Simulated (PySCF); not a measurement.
## Electronic structure of CH6AlNO2 (SMILES C[NH][Al]([OH])[OH]) in real space

```xyz
11

O     1.0575    2.2542    0.9479
Al    0.3480    0.7228    0.7328
O    -0.0630   -0.1994    2.0982
N     0.0001    0.0055   -0.8455
C    -0.6037   -1.2858   -1.0809
H     1.3334    2.8632    0.2639
H     0.0753    0.0839    3.0018
H     0.2154    0.4969   -1.7058
H    -1.5655   -1.2199   -1.6245
H     0.0494   -1.9686   -1.6571
H    -0.8143   -1.7813   -0.1208
```

Geometry: PBE0-D3(BJ)/def2-SVP.

Theory: PBE0/pcSseg-2, SCF density, gas phase, non-relativistic (PySCF 2.14.0).

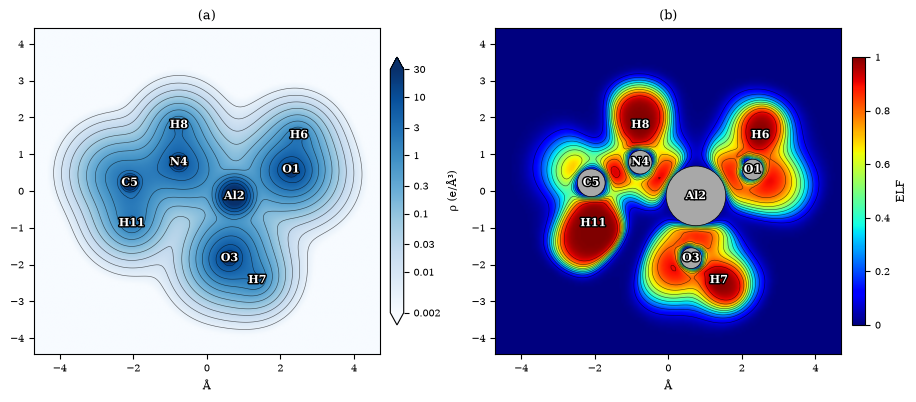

Figure 1. (a) total electron density; (b) electron localisation function on the plane of atoms Al2, N4 and H8. Grey discs cover the atomic cores in the ELF map.

> What do the fields say about this system?

The plane passes through O, Al, N, C and H nuclei. C–N (1.44 Å): ρ at the midpoint is about 1.9 e/Å³; the ELF peaks at about 0.90 between the atoms, as expected for a covalent bond. Al–O (1.70 Å): the density is about 0.93 e/Å³ at the midpoint; the ELF peaks at about 0.85 in the valence shell of O, 0.6 Å from its nucleus, and is about 0.50 at the midpoint. Al–N (1.77 Å): ρ is about 0.89 e/Å³ halfway; the ELF peaks at about 0.90 between the atoms: a polar covalent bond. O–H (0.96 Å): ρ at the midpoint is about 3.8 e/Å³; the ELF climbs to about 1 towards the hydrogen, as it does in any bond to H; a covalent bond by its length. N–H (1.01 Å): ρ at the midpoint is about 2.8 e/Å³; the ELF climbs to about 1 towards the hydrogen: an ordinary covalent bond to hydrogen. The ELF also peaks beside O3 and O1, away from the bonds: lone-pair regions.

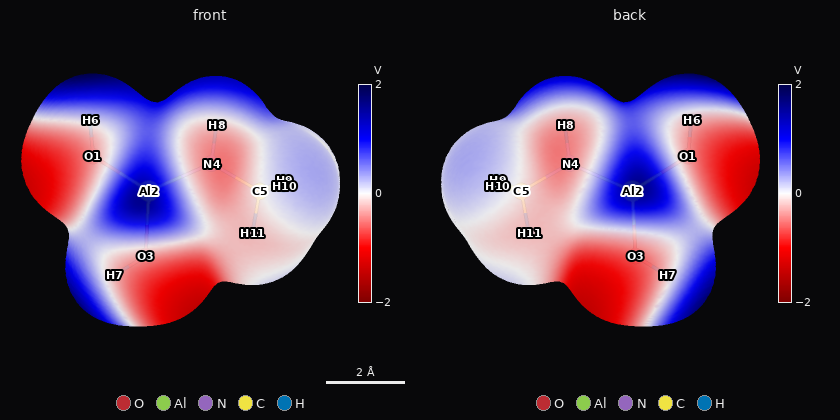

Figure 2. The electrostatic potential painted on the density surface at 0.001 e/bohr³, seen from the front and from behind; the colour scale runs from red (negative) to blue (positive).

> Which sites attract a positive test charge, and which a negative one?

A positive charge is drawn to the negative regions and a negative charge to the positive ones. The most negative region (about −1.3 V) lies over O3, the most positive (about +1.9 V) over H6. O3 is the likeliest acceptor of a hydrogen bond.
